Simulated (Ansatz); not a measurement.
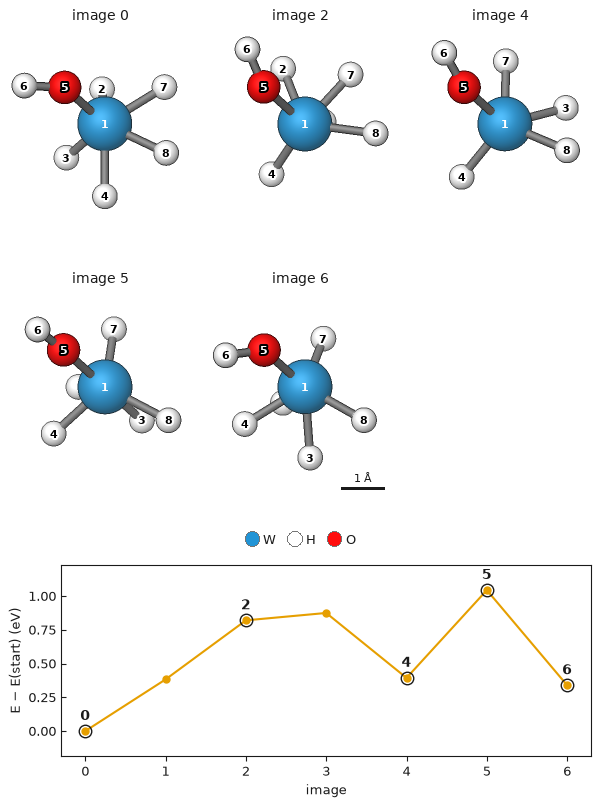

A search for the minimum-energy path of WH₆O by the nudged elastic band. Images are numbered from 0 (start) to 6 (end). Style: ball-and-stick. Shown from a free direction.

These are results of RKS B3LYP/def2-SVP in Ansatz 0.2.0, not measurements. Set-up: 5 movable images; climbing image; force threshold 0.05 eV/Å; iteration limit 60; starting path through a guess of the saddle point.

Question: Describe the mechanism and the energy profile.

Answer: Forward barrier 1.04 eV, backward barrier 0.71 eV, with image 5 at the top; the reaction energy is +0.34 eV. The profile has 2 maxima (images 3, 5) with a dip at image 4 (+0.39 eV), so the process runs in steps. The path has more than one stage, and so few images may leave a stage unresolved. No bond forms or breaks between the ends. Among the angles between lasting bonds that change up to the highest image: H2–W1–H4 122.1° → 59.0°, H3–W1–O5 117.5° → 178.0°. The band converged in 31 iterations. The largest component of the band force went from 7.8 to 0.045 eV/Å. The climbing image converged on the top of the path. Its vibrational analysis gives one imaginary mode (576i cm⁻¹), as a transition state must have.
